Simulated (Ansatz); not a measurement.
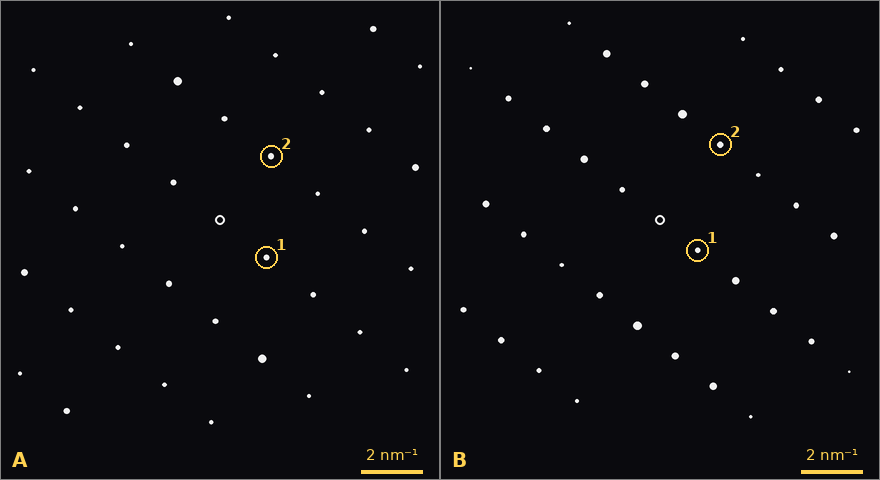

Kinematic electron diffraction patterns (120 kV, B = 0.5 Å², same scale) along [110] of the run's own cell, for the start and the end of one relaxation of MgAl2Rh2 with DFT, PAW plane waves, r2scan, spin-orbit (Ansatz). k mesh 6×6×3. The start is a generated model structure, and the relaxation ends in the nearest stationary point of its symmetry, not necessarily the ground state. Spot 1 is 0 0 -1 and spot 2 is -1 1 0 in both.

Start structure:

```yaml
crystal:
  lattice:
    - [3.61284, 0.00000, 0.00000]
    - [-1.80642, 3.12881, 0.00000]
    - [0.00000, 0.00000, 6.22325]
  atoms:
    - { symbol: Al, position: [0.33333, 0.66667, 0.37730] }
    - { symbol: Al, position: [0.66667, 0.33333, 0.62270] }
    - { symbol: Rh, position: [0.33333, 0.66667, 0.73460] }
    - { symbol: Rh, position: [0.66667, 0.33333, 0.26540] }
    - { symbol: Mg, position: [0.00000, 0.00000, 0.00000] }
```

Question: Which pattern belongs to the start structure, and which to the relaxed one?

Answer: B is the start: its cell gives d(1) = 6.223 Å, d(2) = 3.129 Å and an angle of 90.0°. A is the relaxed structure, with d(1) = 5.045 Å (-18.9 %), d(2) = 3.698 Å (+18.2 %) and 90.0°.

Question: Name reflections whose intensity changes strongly on relaxation.

Answer: 1 -1 -1 goes from 100 to 18 % of the strongest spot; 0 0 3 goes from 33 to 6.3 % of the strongest spot; 0 0 2 goes from 68 to 17 % of the strongest spot.

Question: What did the relaxation do to the structure and the energy?

Answer: The volume changed by +13.3 % to 15.94 Å³ an atom; with the mean shift removed, the atoms moved by up to 0.48 Å relative to the cell (Rh most); the space group stayed P-3m1 (No. 164); the free energy fell by 740 meV an atom. Relaxed cell: a = 4.270 Å, b = 4.270 Å, c = 5.045 Å, α = 90.00°, β = 90.00°, γ = 120.00°.
